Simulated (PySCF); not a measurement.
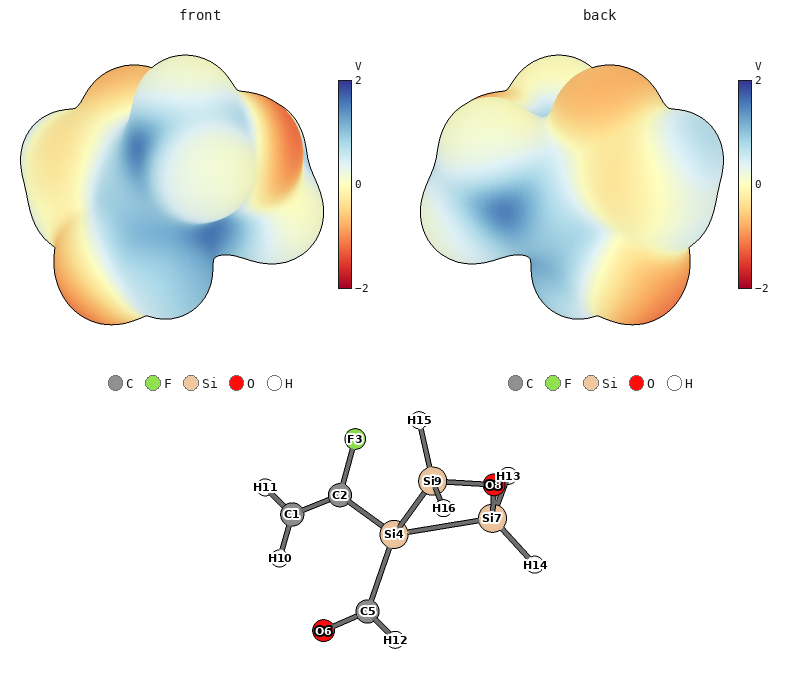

*C₃H₇FO₂Si₃ (SMILES C=C(F)[Si]1(C=O)[SiH2]O[SiH2]1). The electrostatic potential painted on the density surface at 0.001 e/bohr³, seen from the front and from behind; red is negative and blue positive. The bare structure is drawn below in the same view.*

Geometry: GFN2-xTB.

These are results of PySCF, PBE0/pcSseg-1, SCF density, gas phase, non-relativistic, not measurements.

```
atom    x (Å)    y (Å)    z (Å)
   C   2.6526   0.9085  -0.6983
   C   1.3540   1.0342  -0.4833
   F   0.7904   2.2768  -0.5969
  Si   0.0690  -0.2813  -0.0064
   C   0.9395  -1.9821   0.0667
   O   2.1128  -2.1544  -0.1581
  Si  -1.4530   0.3146   1.7108
   O  -2.5951   0.2779   0.5080
  Si  -2.0623  -0.0743  -1.0236
   H   3.1106  -0.0586  -0.6153
   H   3.2758   1.7479  -0.9600
   H   0.3067  -2.8529   0.3398
   H  -1.4459   1.6727   2.2409
   H  -1.8857  -0.6553   2.7135
   H  -2.3664   1.0873  -1.8501
   H  -2.8106  -1.2520  -1.4544
```

Question: Describe the electrostatic potential map.

Answer: The most negative region (about −1.1 V) lies over O6 and O8, the most positive (about +1.5 V) over Si4, Si7 and Si9.

Question: How polar is the molecule by this calculation?

Answer: Its dipole moment is 1.06 D.
